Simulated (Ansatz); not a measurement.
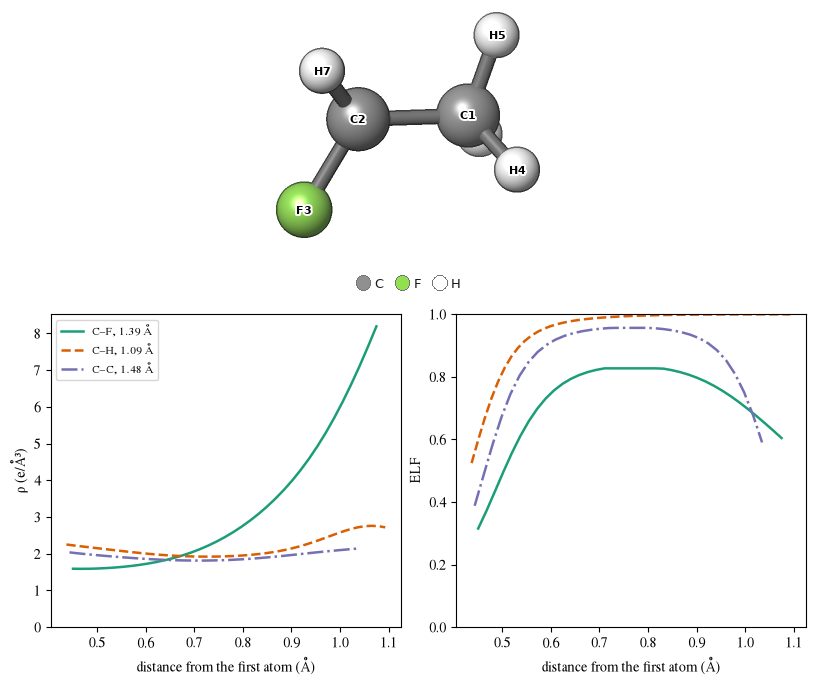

Figure 1: C2H4F (charge −1, triplet). Total electron density and electron localisation function along straight lines between neighbouring atoms. The curves leave out the atomic cores. The structure is drawn too.

Geometry: BLYP-D3(BJ)/def2-SVPD; the highest occupied orbital lies above zero, a sign that basis and functional describe the outermost electron poorly.

Computed with Ansatz, isolated molecule in a Gaussian basis; Kohn-Sham density functional theory, functional PBE0.

```yaml
atoms:
  - { symbol: C, position_ang: [0.5450, 0.8216, 1.0271] }
  - { symbol: C, position_ang: [0.2932, 2.0831, 1.7548] }
  - { symbol: F, position_ang: [1.1752, 2.4572, 2.7573] }
  - { symbol: H, position_ang: [1.4968, 0.8412, 0.4351] }
  - { symbol: H, position_ang: [-0.3049, 0.6650, 0.3069] }
  - { symbol: H, position_ang: [0.5946, -0.0535, 1.7162] }
  - { symbol: H, position_ang: [-0.2714, 2.9343, 1.3663] }
```

> What can be read from the curves?

C–F (1.39 Å): the density is about 2 e/Å³ at the midpoint, with its minimum of 1.6 e/Å³ about 0.5 Å from C; the ELF peaks at about 0.85 between the atoms: a polar covalent bond.
C–H (1.09 Å): the density is about 2.1 e/Å³ at the midpoint; the ELF climbs to about 1 towards the hydrogen, as it does in any bond to H (an ordinary covalent bond to hydrogen).
C–C (1.48 Å): ρ is about 1.8 e/Å³ halfway; the ELF peaks at about 0.95 between the atoms, as expected for localised, covalent bonding.
